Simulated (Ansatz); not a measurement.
**Abstraction of Cl: GeH2Cl2 + CBrCl2 → GeH2Cl + CBrCl3**

Species: GeH2Cl2 (dichlorogermane) `[Cl][GeH2][Cl]`, singlet; CBrCl2 `Cl[C](Cl)Br`, doublet; GeH2Cl `[Cl][GeH2]`, doublet; CBrCl3 `ClC(Cl)(Cl)Br`, singlet. A radical takes Cl: the energy is the difference in strength between the Ge–Cl bond broken and the C–Cl bond made.

Shapes, held fixed at every level: PBE0-D4/def2-TZVP. Programs: Ansatz 0.2.0. The zero-point and thermal change to 298 K, harmonic and unscaled (PBE0-D4/def2-TZVP), is -2.8 kJ/mol.

```
              level                   kind  ΔH(298 K) (kJ/mol)  less CCSD(T)/def2-TZVPP
B3LYP-D4/def2-TZVPP          global hybrid              +127.2                     +0.2
  B2PLYP/def2-TZVPP          double hybrid              +130.3                     +3.3
       MP2/def2-SVP    perturbation theory              +111.7                    -15.3
     MP2/def2-TZVPP    perturbation theory              +113.0                    -14.0
   CCSD(T)/def2-SVP  coupled cluster or CI              +122.2                     -4.8
      CCSD/def2-SVP  coupled cluster or CI              +128.2                     +1.2
 CCSD(T)/def2-TZVPP  coupled cluster or CI              +127.0                      0.0
```

The highest level, CCSD(T)/def2-TZVPP, gives ΔH(298 K) = +127.0 kJ/mol; the levels span +111.7 to +130.3. The column of differences is taken from that level and isn't an error. No measured value is set beside it here. Open shells run unrestricted unless RO is named. Relativity is left out for Br, Ge unless named. Correlated rows may include outer-core shells of Br, Ge, which these sets cover unevenly.

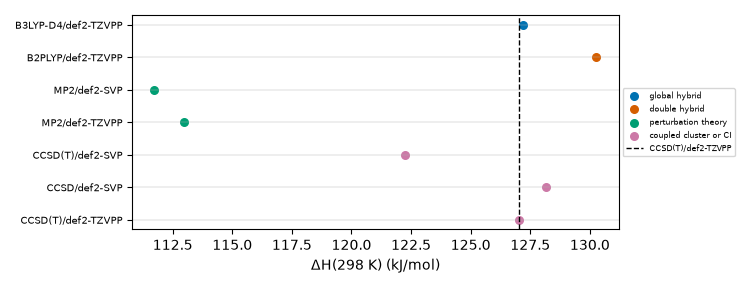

The values of the table, level by level.
